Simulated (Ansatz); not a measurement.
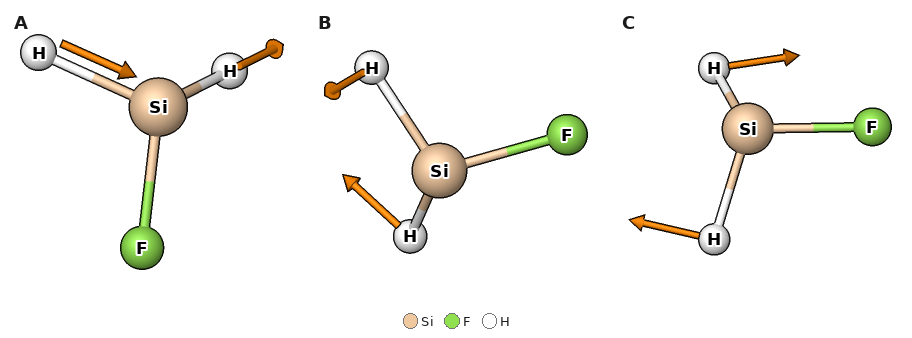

3 normal modes of one molecule or complex, as arrows. State: neutral, doublet. Harmonic vibrations computed with UKS PBE0-D4/def2-TZVP (Ansatz 0.2.0) at a stationary point of the same level.

Question: Match the panels to the wavenumbers 704 cm⁻¹, 921 cm⁻¹, 2218 cm⁻¹.

Answer: A: 2218 cm⁻¹, out-of-phase stretching of 2 Si–H bonds
B: 921 cm⁻¹, H–Si–H bending
C: 704 cm⁻¹, F–Si–H bending
